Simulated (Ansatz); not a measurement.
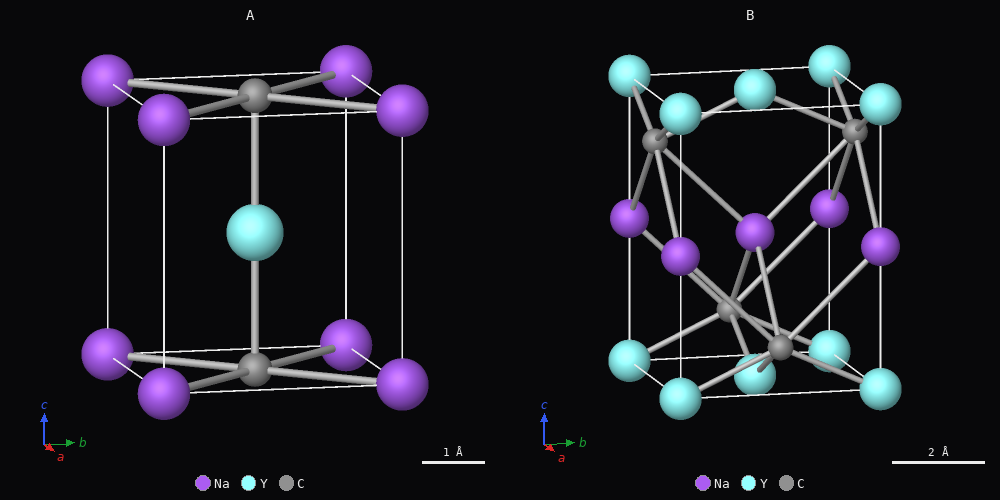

Two structures of NaYC, each relaxed to rest (conventional cells in solid outline, small ones repeated, not to one scale). Method: DFT PBE, scalar-relativistic, plane waves, PAW in Ansatz 0.2.0, without spin polarisation.

### What structure does each panel show?

A: 3 atoms a cell on a primitive tetragonal lattice, P4/mmm. B: 6 atoms a cell on a primitive tetragonal lattice, P4/nmm.

### Which has the lower energy, and by how much?

B is lower, by 583 meV/atom at this level of theory (energies at zero smearing). Volumes: A 23.7, B 21.6 Å³/atom.

One or both may be structure types tried for this composition rather than known phases.
